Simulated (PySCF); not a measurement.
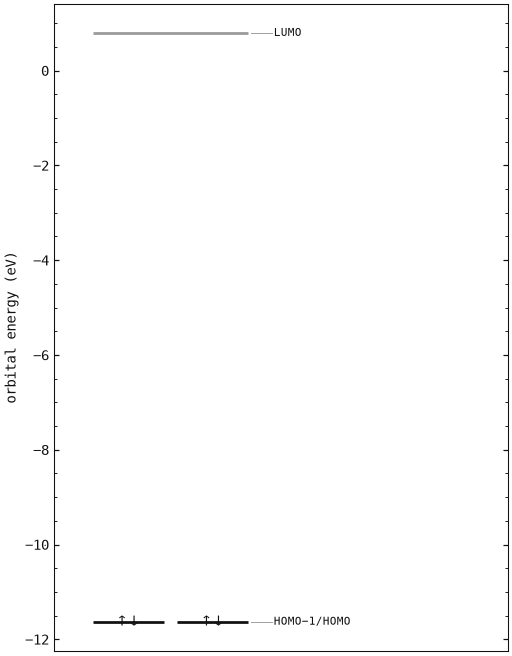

Kohn-Sham orbital energies near the frontier, ωB97X-D/aug-cc-pVTZ with PySCF, at a PBE0-D3(BJ)/def2-TZVP geometry (no frequency check), isolated molecule; empty levels in grey, levels within 0.03 eV side by side.

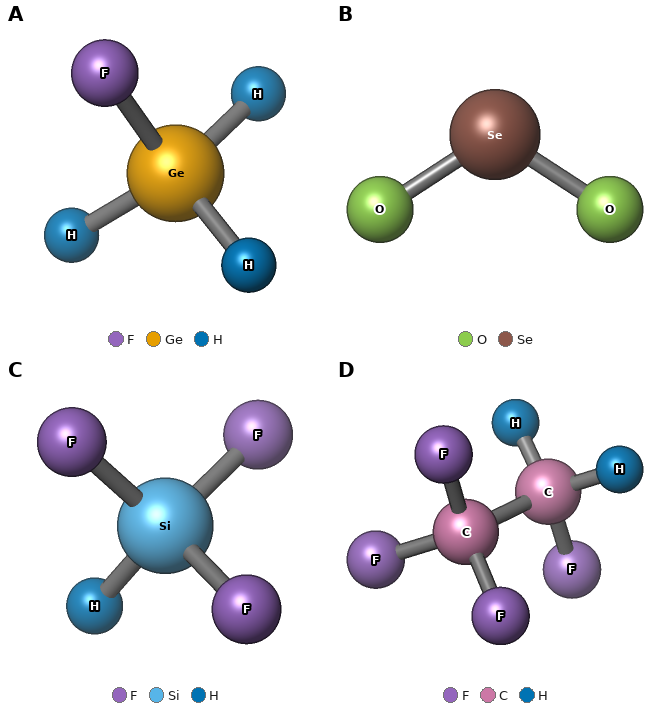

Question: Which molecule has this level scheme? The candidates are drawn in the second picture.

Answer: Structure A, GeH₃F (monofluorogermane), SMILES [F][GeH3], singlet. HOMO −11.63 eV, LUMO 0.79 eV, separation 12.42 eV.

Caveats: empty levels above zero depend strongly on the basis.
